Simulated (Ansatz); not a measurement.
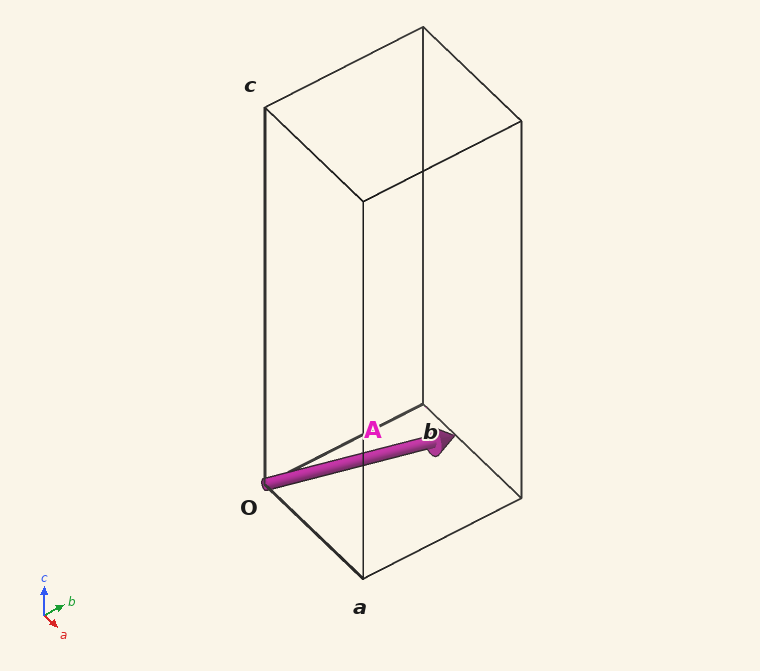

For Ti, the end point of a relaxation with DFT PBE+D3(BJ), scalar-relativistic, plane waves, PAW (Ansatz): the arrow starts at a corner of the unit cell and ends on its surface; where a tip isn't a corner, dashed lines run from it parallel to the axes. Symmetry computed with spglib at a tolerance of 0.002 Å; standard conventional cell.

a = 2.886 Å, b = 2.886 Å, c = 4.574 Å, α = 90.00°, β = 90.00°, γ = 120.00°.

Give [uvw] of the arrow.

Answer. Arrow A runs from (0, 0, 0) to (1/3, 1, 0), so [1 3 0], in four indices [−1 5 −4 0].

How long is the vector ua + vb + wc?

Answer. 7.636 Å.
